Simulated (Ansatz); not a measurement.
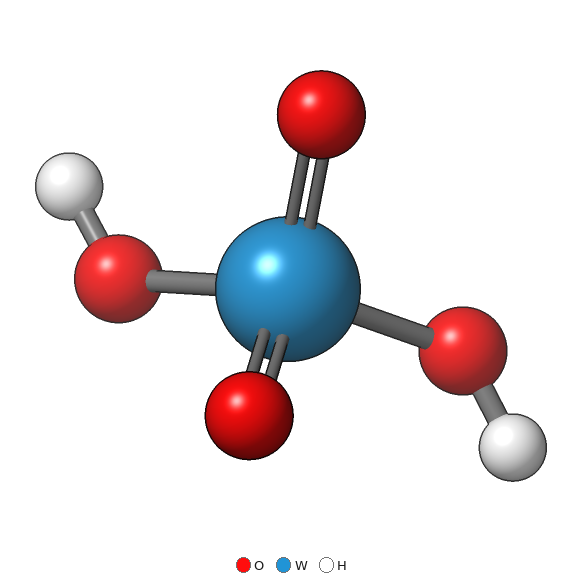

Charge 0, singlet. The computed structure is the end point of a PBE0-D4/def2-TZVP optimisation. Program: Ansatz 0.2.0.

At this fixed geometry, give HOMO–LUMO gap (eV), dipole (D), HOMO energy (eV) at these levels: B3LYP-D4/def2-TZVPP; PBE-D4/def2-TZVPP; r2SCAN-D4/def2-TZVPP; ωB97M-V/def2-TZVPP.

```
               level  HOMO–LUMO gap (eV)  dipole (D)  HOMO energy (eV)
 B3LYP-D4/def2-TZVPP                6.93        3.00             −8.68
   PBE-D4/def2-TZVPP                5.01        2.90             −7.31
r2SCAN-D4/def2-TZVPP                5.49        2.99             −7.67
  ωB97M-V/def2-TZVPP               11.93        3.03            −11.31
```
